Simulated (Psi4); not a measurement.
# SiH3Br (SMILES [SiH3]Br): MP2/def2-TZVP

What is the energy change on altering one bond length of SiH3Br at MP2/def2-TZVP? 

Program for the calculation: Psi4 1.11.

1 further run of the same task is left out (set aside as unsound or not needed).

### 1 The structure to begin with

SiH3Br: 5 atoms, total charge 0, spin state singlet. SMILES: `[SiH3]Br`. The coordinates come from a PBE0-D4/def2-TZVP relaxation.

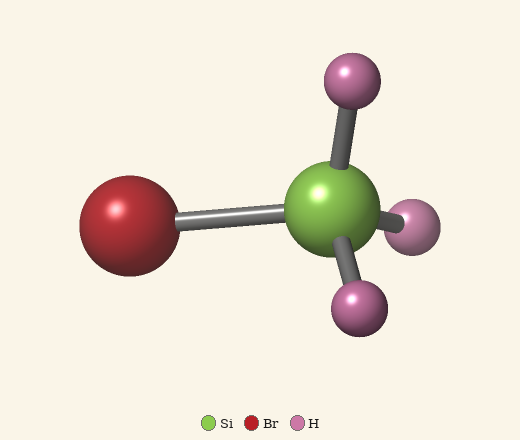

The structure, seen from a chosen angle (silicon green, bromine red, hydrogen pink).

### 2 The energy at MP2/def2-TZVP

Input file input.json:

```json
{
  "schema_name": "qcschema_input",
  "schema_version": 1,
  "molecule": {
    "schema_name": "qcschema_molecule",
    "schema_version": 2,
    "symbols": ["Si", "Br", "H", "H", "H"],
    "geometry": [-0.27858343, 0.10601364, -0.08167396, 3.5017003, -1.33250258, 1.02659372, -2.01170795, -0.1987425, 2.09353309, -1.18211818, -1.3820512, -2.27196103, -0.02930965, 2.80730154, -0.76649181],
    "molecular_charge": 0,
    "molecular_multiplicity": 1,
    "fix_symmetry": "c1",
    "fix_com": true,
    "fix_orientation": true
  },
  "driver": "energy",
  "model": {
    "method": "mp2",
    "basis": "def2-TZVP"
  },
  "keywords": {
    "reference": "rhf",
    "puream": true,
    "e_convergence": 1e-09,
    "d_convergence": 1e-08,
    "scf_type": "pk",
    "num_frozen_docc": 14,
    "mp2_type": "conv"
  }
}
```

Started as:

```bash
$ psi4 --qcschema input.json -n 1 --memory 2200MB
```

stdout:

```text
[...]
  Running in c1 symmetry.
[...]
  Nuclear repulsion =  150.830234156894988
[...]
  Multiplicity = 1
[...]
  Nalpha       = 26
  Nbeta        = 26
[...]
    Number of basis functions: 103
[...]
   @RHF iter   1: -2862.92329995525733   -1.85598e+00   1.17236e-02 ADIIS/DIIS
[...]
   @RHF iter  10: -2863.14887161996512   -4.27463e-11   8.16348e-09 DIIS
[...]
    Orbital Energies [Eh]
    ---------------------
    Doubly Occupied:
       1A   -490.015195     2A    -68.820462     3A    -65.158244
       4A    -58.513025     5A    -58.512283     6A    -58.512283
       7A     -9.831980     8A     -7.442495     9A     -7.438351
      10A     -7.438351    11A     -6.167255    12A     -4.274067
      13A     -4.273022    14A     -4.273022    15A     -3.184268
      16A     -3.182120    17A     -3.182120    18A     -3.177094
      19A     -3.177094    20A     -1.016725    21A     -0.726570
      22A     -0.519951    23A     -0.519949    24A     -0.492677
      25A     -0.419645    26A     -0.419645
[...]
  @RHF Final Energy: -2863.14887161996512
   => Energetics <=
    Nuclear Repulsion Energy =            150.8302341568949885
    One-Electron Energy =               -4286.5824278016170865
    Two-Electron Energy =                1272.6033220247566078
    Total Energy =                      -2863.1488716199655755
[...]
 Multipole Moments:
 ------------------------------------------------------------------------------------
     Multipole            Electronic (a.u.)      Nuclear  (a.u.)        Total (a.u.)
 ------------------------------------------------------------------------------------
 L = 1.  Multiply by 2.5417464519 to convert [e a0] to [Debye]
 Dipole X            :       -115.9737427          115.4362067           -0.5375360
 Dipole Y            :         44.1314428          -43.9268915            0.2045513
 Dipole Z            :        -34.0000191           33.8424250           -0.1575941
 Magnitude           :                                                    0.5963406
[...]
	SCS-MP2 Total Energy (a.u.)        : -2863.53557469703810
	SOS-MP2 Total Energy (a.u.)        : -2863.50173531073233
	SCSN-MP2 Total Energy (a.u.)       : -2863.32754357965996
[...]
	SOS-PI-MP2 Total Energy (a.u.)     : -2863.56054592586042
[...]
	MP2 Total Energy (a.u.)            : -2863.54444285452200
[...]
```

The result, in JSON:

```text
{
 "driver": "energy",
 "model": {
  "method": "mp2",
  "basis": "def2-TZVP"
 },
 "success": true,
 "return_result": -2863.544442854522,
 "properties": {
  "calcinfo_nbasis": 103,
  "calcinfo_nmo": 103,
  "calcinfo_nalpha": 26,
  "calcinfo_nbeta": 26,
  "calcinfo_natom": 5,
  "nuclear_repulsion_energy": 150.830234156895,
  "return_energy": -2863.544442854522,
  "scf_one_electron_energy": -4286.582427801617,
  "scf_two_electron_energy": 1272.6033220247566,
  "scf_dipole_moment": [-0.53753600880448, 0.20455131740241228, -0.15759410870580126],
  "scf_total_energy": -2863.148871619965,
  "scf_iterations": 10,
  "mp2_same_spin_correlation_energy": -0.10151815891764371,
  "mp2_opposite_spin_correlation_energy": -0.29405307563945793,
  "mp2_singles_energy": 0.0,
  "mp2_doubles_energy": -0.39557123455710164,
  "mp2_correlation_energy": -0.3955712345568827,
  "mp2_total_energy": -2863.544442854522
 }
}
```

Wall time 5.7 s (1 thread of Intel Xeon 6975P-C (Granite Rapids), shared host); peak memory 0.66 GiB.

### 3 The distorted shape

Input file job.dat:

```
memory 2.2 GB

molecule {
  0 1
  Si    -0.003994     0.292314     0.304465
  Br     1.996446    -0.468916     0.890935
  H     -0.921124     0.131044     1.455535
  H     -0.625550    -0.731350    -1.202270
  H      0.127916     1.721774    -0.057925
  symmetry c1
}

set {
  basis def2-TZVP
  puream true
  e_convergence 1e-09
  d_convergence 1e-08
  scf_type pk
  num_frozen_docc 14
  mp2_type conv
}

E, wfn = energy('mp2', return_wfn=True)
```

Started as:

```bash
$ psi4 -n 1 job.dat job.out
```

job.out:

```text
[...]
  Running in c1 symmetry.
[...]
  Nuclear repulsion =  149.011603674452971
[...]
  Multiplicity = 1
[...]
  Nalpha       = 26
  Nbeta        = 26
[...]
    Number of basis functions: 103
[...]
   @RHF iter   1: -2862.87849182496211   -1.94670e+00   1.17309e-02 DIIS/ADIIS
[...]
   @RHF iter  10: -2863.10603350974316   -4.91127e-11   8.86350e-09 DIIS
[...]
    Orbital Energies [Eh]
    ---------------------
    Doubly Occupied:
       1A   -490.022544     2A    -68.851624     3A    -65.165492
       4A    -58.520299     5A    -58.519521     6A    -58.519502
       7A     -9.839159     8A     -7.449738     9A     -7.445468
      10A     -7.445395    11A     -6.192897    12A     -4.299911
      13A     -4.298890    14A     -4.298367    15A     -3.191579
      16A     -3.189398    17A     -3.189300    18A     -3.184102
      19A     -3.184102    20A     -1.022683    21A     -0.714110
      22A     -0.528215    23A     -0.502615    24A     -0.467705
      25A     -0.425779    26A     -0.407022
[...]
  @RHF Final Energy: -2863.10603350974316
   => Energetics <=
    Nuclear Repulsion Energy =            149.0116036744529708
    One-Electron Energy =               -4282.4844408710614516
    Two-Electron Energy =                1270.3668036868652962
    Total Energy =                      -2863.1060335097431562
[...]
 Multipole Moments:
 ------------------------------------------------------------------------------------
     Multipole            Electronic (a.u.)      Nuclear  (a.u.)        Total (a.u.)
 ------------------------------------------------------------------------------------
 L = 1.  Multiply by 2.5417464519 to convert [e a0] to [Debye]
 Dipole X            :          9.8275330          -10.2157535           -0.3882204
 Dipole Y            :         -3.2625265            3.5998904            0.3373639
 Dipole Z            :          3.3826426           -3.2971475            0.0854950
 Magnitude           :                                                    0.5213817
[...]
	SCS-MP2 Total Energy (a.u.)        : -2863.49538014377504
	SOS-MP2 Total Energy (a.u.)        : -2863.46146542103907
	SCSN-MP2 Total Energy (a.u.)       : -2863.28510324578974
[...]
	SOS-PI-MP2 Total Energy (a.u.)     : -2863.52070407292194
[...]
	MP2 Total Energy (a.u.)            : -2863.50397093736456
[...]
```

Wall time 5.4 s (1 thread of Intel Xeon 6975P-C (Granite Rapids), shared host); peak memory 0.65 GiB.

### 4 Outcome

At MP2/def2-TZVP, 14 core orbitals frozen:

```
                                                          quantity           value
                                         first shape: total energy  -2863.54444 Eh
                  first shape: HOMO energy (Hartree–Fock orbitals)       -11.42 eV
                  first shape: LUMO energy (Hartree–Fock orbitals)         2.84 eV
                first shape: HOMO–LUMO gap (Hartree–Fock orbitals)        14.26 eV
         first shape: correlation energy (14 core orbitals frozen)      -395.6 mEh
                                     distorted shape: total energy  -2863.50397 Eh
              distorted shape: HOMO energy (Hartree–Fock orbitals)       -11.08 eV
              distorted shape: LUMO energy (Hartree–Fock orbitals)         2.58 eV
            distorted shape: HOMO–LUMO gap (Hartree–Fock orbitals)        13.66 eV
     distorted shape: correlation energy (14 core orbitals frozen)      -397.9 mEh
energy change with the Si1–H4 bond stretched from 1.481 to 1.925 Å        1.101 eV
```

**Reading.** With the Si1–H4 bond stretched from 1.481 to 1.925 Å the energy rises by 1.10 eV (25 kcal/mol). The first shape isn't relaxed at this level, so the change isn't measured from a minimum.
